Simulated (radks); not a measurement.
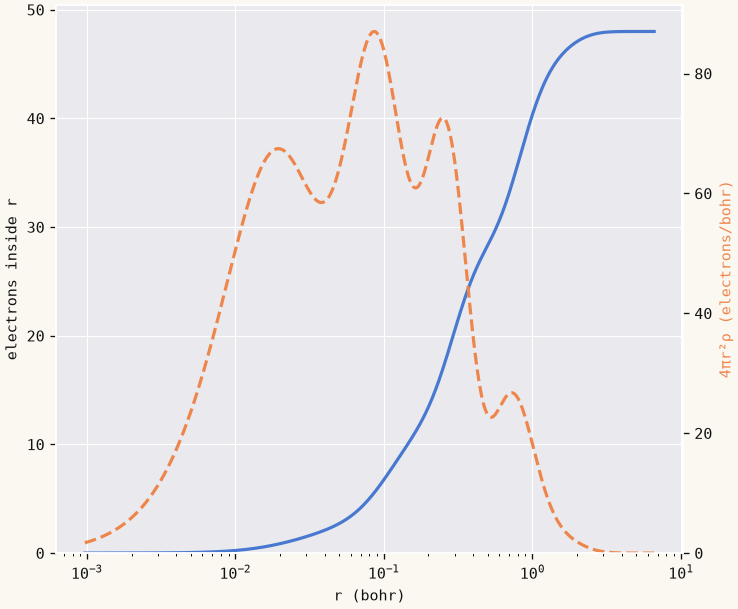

System: the Te⁴⁺ ion, configuration [Kr] 4d10 5s2. Theory: scalar-relativistic Kohn-Sham, r2SCAN, spin-polarised, spherical densities, finite nucleus (computed with the in-house radial solver radks).

The plot shows the number of electrons inside radius r (solid) and the radial density 4πr²ρ (dashed).

Read the plot.

The count levels off at 48 electrons. Half of them lie within 0.363 bohr, 90 % within 1.20 bohr and 99 % within 2.31 bohr. The radial density has minima at 0.0381, 0.163 and 0.529 bohr, where the count stands at 2.0, 11.1 and 29.0; these part the shells that the density resolves.
